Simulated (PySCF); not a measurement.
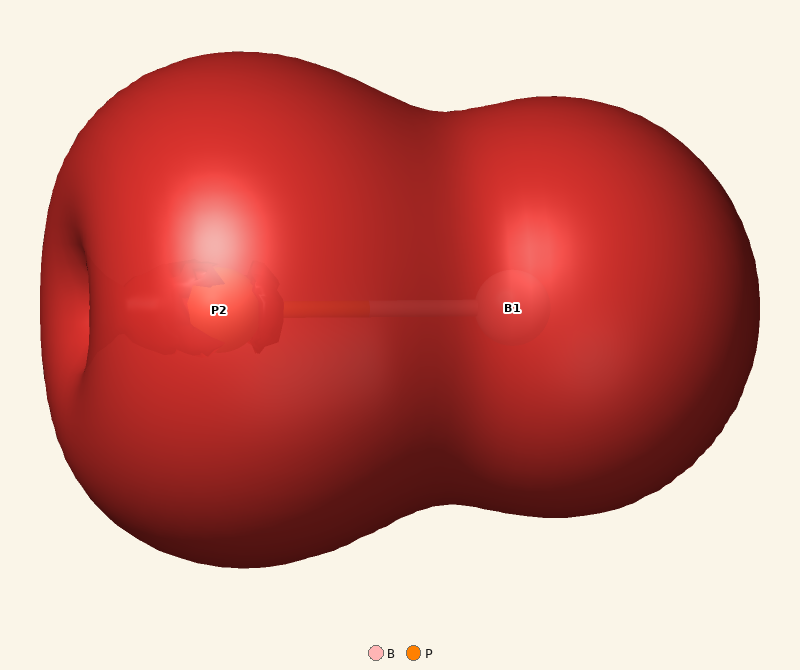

*BP (charge +1, quartet). Isosurface of the spin density at +0.03 e/Å³ (red), seen from one side.*

Level of theory: PySCF, PBE0/aug-pcseg-1, non-relativistic, at a bond length of 1.863 Å.

```xyz
2

B     0.0000    0.0000   -1.3745
P     0.0000    0.0000    0.4885
```

> Describe the spin distribution.

The unpaired spin (3 electrons) lies mostly on P2 (about 1.6) and B1 (about 1.4), in electrons by Hirshfeld's partition.
